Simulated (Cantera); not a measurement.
A closed system holds: 1 mol Si, 1.9 mol HBr, equilibrated at 650 K.

Method: chemical equilibrium by Gibbs-energy minimisation in Cantera with the NASA 1993 tables (ideal gas, pure condensed phases). Candidate condensed phases: Br2, Si; 19 gas species. The tables' values for SiBr3 are old estimates; treat these amounts as uncertain. The numbers say what is thermodynamically allowed, not how fast it happens.

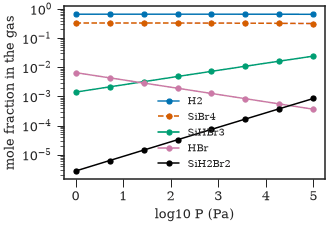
Fig. 1. Equilibrium gas composition (values under 1e-9 drawn at 1e-9)

**Question.** Read off the mole fractions at 1.40 mbar.

**Answer.** H2 about 0.66, SiBr4 about 0.33, SiHBr3 about 0.0048, HBr about 0.0019, SiH2Br2 about 3.3e-5.
